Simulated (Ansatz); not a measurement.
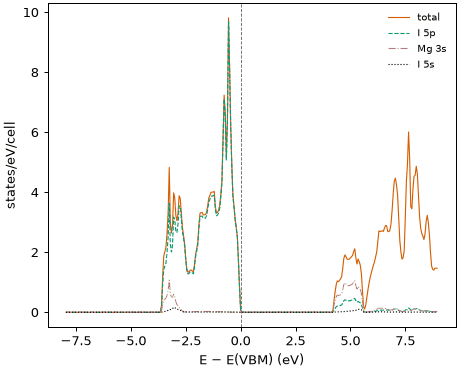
Figure: Total and projected density of states of MgI2 (CdI2 type, space group No. 164), DFT-r²SCAN+D4 in the program Ansatz with PAW potentials

**Question.** Which orbitals carry the states next to the gap?

**Answer.** Top 1 eV of the valence band: I 5p 98 %. Bottom 1 eV of the conduction band: Mg 3s 52 %, I 5p 21 %, outside the projected shells 25 %. Projections are on Löwdin-orthogonalised atomic valence shells; empty p or d shells of many metals are not among them.

**Question.** Where is the tallest occupied peak in this window, and what makes it?

**Answer.** Near -0.5 eV, about 9.8 states/eV per cell; the largest projected share is I 5p.

Space group P-3m1 (CdI2 type). Symmetry was held in the r²SCAN+D4 relaxation; phonons on a q-mesh show no instability. Scalar-relativistic: spin–orbit coupling is off unless named, which matters more the heavier the elements.

Potentials: the later of the program's two PAW sets.
